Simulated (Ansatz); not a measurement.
# NH₄ (doublet): the correlation ladder at distance N1–H4 along a hydrogen transfer = 1.085 Å, 6-31G

How much of the correlation energy of NH₄ (doublet) does each wave-function method recover here?

Computed with Ansatz 0.2.0, Gaussian basis. Level: 6-31G, core rule «outside noble gas», up to 1 orbitals frozen.

The runs, in order: UHF; CCSD(T) on ROHF; CCSD(T) on UHF; BCCD(T) on ROHF; CISD; CCSDT(Q) on ROHF; CCSDT(Q) on UHF; CISDTQ; CCSDTQ on ROHF; CCSDTQ on UHF; CASSCF and MRCISD+Q, 3 electrons in 3 orbitals; CASSCF and NEVPT2, 3 electrons in 3 orbitals; CASSCF and MRCISD+Q, 9 electrons in 8 orbitals; CASSCF and NEVPT2, 9 electrons in 8 orbitals; Full CI.

5 further runs of the same task are left out: 5 that didn't finish.

## 1. The geometry

The geometry derives from fragments relaxed apart (PBE0/def2-TZVP) and kept rigid, so it is no stationary point. A hydrogen atom is moved between rigid fragments.

5 atoms, charge 0, spin multiplicity 2.

Atoms are counted from 1 here; the program's logs count them from 0.

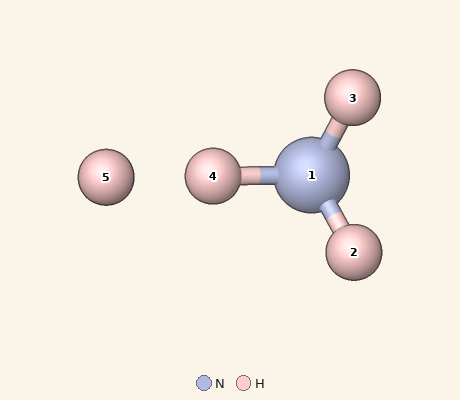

The geometry (nitrogen light blue, hydrogen pink); atoms are numbered from 1 in the order of the file.

## 2. UHF

Input file in.yaml:

```yaml
crystal:
  periodic: [false, false, false]
  atoms:
    - {symbol: N, position_ang: [-0.153911, -0.031601, -0.049186]}
    - {symbol: H, position_ang: [-0.451190, 0.936233, -0.049186]}
    - {symbol: H, position_ang: [-0.451190, -0.433900, 0.831073]}
    - {symbol: H, position_ang: [0.931089, -0.031600, -0.049187]}
    - {symbol: H, position_ang: [2.110089, -0.031600, -0.049187]}
basis:
  gaussian: {orbitals: 6-31G}
magnetization: {spin_polarized: true, initial_magnetization: 1}
hamiltonian: {xc: hf}
output: {orbitals: {seedname: orbitals}}
```

Command:

```
> ansatz run in.yaml --threads 1 --pin off --events-out ev --progress --plain --max-ram 2393MiB
```

The runs that follow: CCSD(T) on ROHF; CCSD(T) on UHF; BCCD(T) on ROHF; CISD; CCSDT(Q) on ROHF; CCSDT(Q) on UHF; CISDTQ; CCSDTQ on ROHF; CCSDTQ on UHF; CASSCF and MRCISD+Q, 3 electrons in 3 orbitals; CASSCF and NEVPT2, 3 electrons in 3 orbitals; CASSCF and MRCISD+Q, 9 electrons in 8 orbitals; CASSCF and NEVPT2, 9 electrons in 8 orbitals; Full CI.

Before running them: what should the planned runs give, taken together? Wanted: FCI below the RHF energy; RMP2 from FCI; UMP2 from FCI; RCCSD from FCI; RCCSD(T) from FCI; UCCSD(T) from FCI; RCCSDT(Q) from FCI; UCCSDT(Q) from FCI; NEVPT2 pair from FCI.

As calculated:

| quantity | value |
| --- | --- |
| FCI below the RHF energy | -3.7846 eV |
| RMP2 from FCI | +457.7 meV |
| UMP2 from FCI | +453.2 meV |
| RCCSD from FCI | +62.3 meV |
| RCCSD(T) from FCI | +14.6 meV |
| UCCSD(T) from FCI | +14.2 meV |
| RCCSDT(Q) from FCI | 0.0 meV |
| UCCSDT(Q) from FCI | 0.0 meV |
| NEVPT2 pair from FCI | +352.1 meV |
| MRCISD+Q pair from FCI | +44.4 meV |
| NEVPT2 valence from FCI | +301.7 meV |
| levels within 1 kcal/mol (43 meV) | RCCSD(T), UCCSD(T), BCCD(T), RCCSDT, UCCSDT, CISDTQ, RCCSDT(Q), UCCSDT(Q), RCCSDTQ, UCCSDTQ, MRCISD+Q valence |
| T1 diagnostic | 0.023 |
| effectively unpaired electrons | 1.02 |

RCCSD(T) misses by +14.6 meV, 0.4 % of the correlation energy. One determinant dominates. Of the multireference levels listed MRCISD+Q valence comes nearest in total energy (+7.1 meV), which doesn't show that its space is the better one. These misses are within one basis, not against nature; the frozen cores of restricted and unrestricted runs differ, which can shift their rows.
